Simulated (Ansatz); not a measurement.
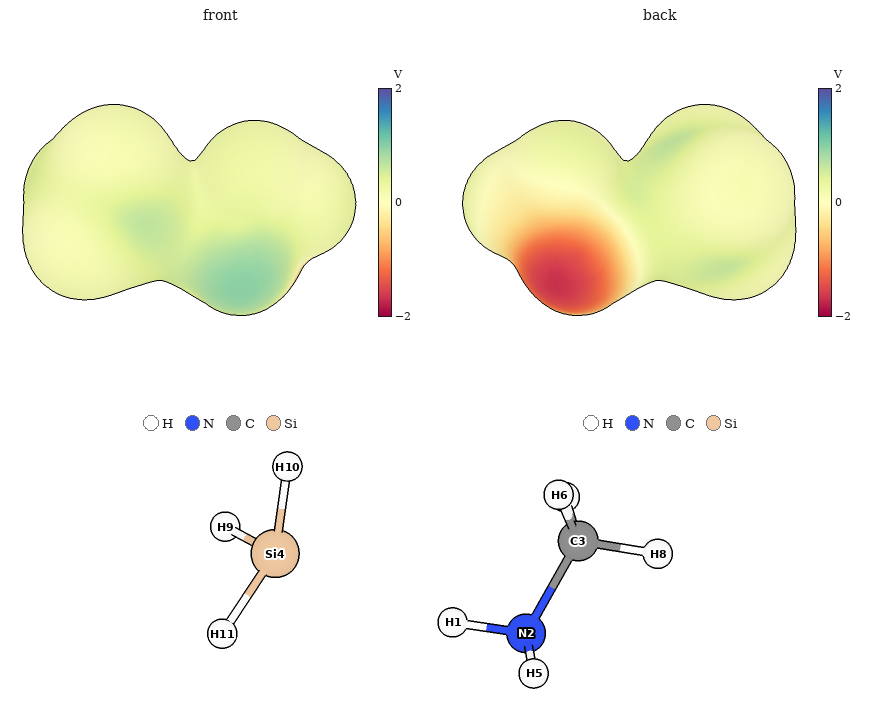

The picture shows: CH5N···H3Si (doublet). The molecular electrostatic potential painted on the density surface at 0.001 e/bohr³, seen from the front and from behind; red is negative and blue positive. The bare structure is drawn below in the same view.

These are results of UKS B3LYP/def2-SVP (Ansatz 0.2.0), not measurements.

The calculation's input:

```
crystal:
  periodic: [false, false, false]
  atoms:
    - { symbol: H, position_ang: [-0.1141, -0.6435, -0.1688] }
    - { symbol: "N", position_ang: [1.1904, -0.4627, -0.4151] }
    - { symbol: C, position_ang: [1.4652, 0.944, -0.3312] }
    - { symbol: Si, position_ang: [-1.9235, -0.7069, 0.3066] }
    - { symbol: H, position_ang: [1.6369, -0.9534, 0.3572] }
    - { symbol: H, position_ang: [1.2725, 1.3976, 0.6524] }
    - { symbol: H, position_ang: [0.8695, 1.466, -1.0813] }
    - { symbol: H, position_ang: [2.5213, 1.1023, -0.5693] }
    - { symbol: H, position_ang: [-2.6751, -0.5895, -0.932] }
    - { symbol: H, position_ang: [-2.1289, 0.428, 1.1989] }
    - { symbol: H, position_ang: [-2.1143, -1.9819, 0.9827] }
magnetization:
  spin_polarized: true
  initial_magnetization: 1
basis:
  gaussian: { orbitals: def2-SVP }
hamiltonian:
  xc: b3lyp
relax:
  f_tol: 0.15
  max_steps: 25
  restrain:
    - { distance: [0, 3], at: 2.72, k: 30.0 }
    - { distance: [1, 0], at: 1.02, k: 30.0 }
output:
  orbitals: {}
```

Run with:

```sh
ansatz run input.yaml --threads 2 --pin off --max-ram 3072MiB --backend cpu --events-out ev --progress --plain --runs-dir out
```

The fields are those of the relaxed geometry.

Question: Which sites attract a positive test charge, and which a negative one?

Answer: A positive charge is drawn to the negative regions and a negative charge to the positive ones. The most negative region (about −1.6 V) lies over N2, the most positive (about +1.0 V) over H5. N2 is the likeliest acceptor of a hydrogen bond.
